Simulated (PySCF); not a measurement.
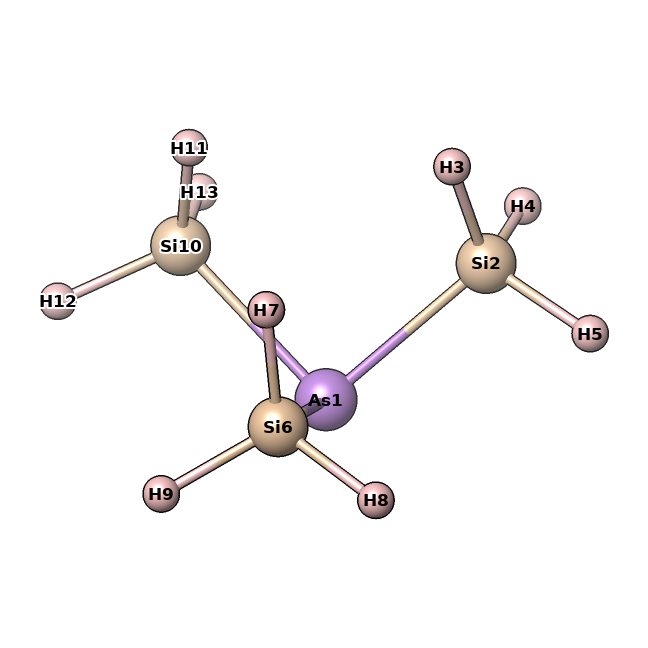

As1 lies behind Si6. The molecule seen a little off the Si6–As1 bond, Si6 in front. Depth is shown by fading: the farther an atom, the more it takes the colour of the background. Computed geometry: PBE0-D3(BJ)/def2-SVP optimisation. No frequency run is at hand to confirm it as a minimum.

What is the torsion angle H7–Si6–As1–Si2? The sign is positive where the front bond must turn clockwise to cover the back bond.

49°, synclinal (gauche).
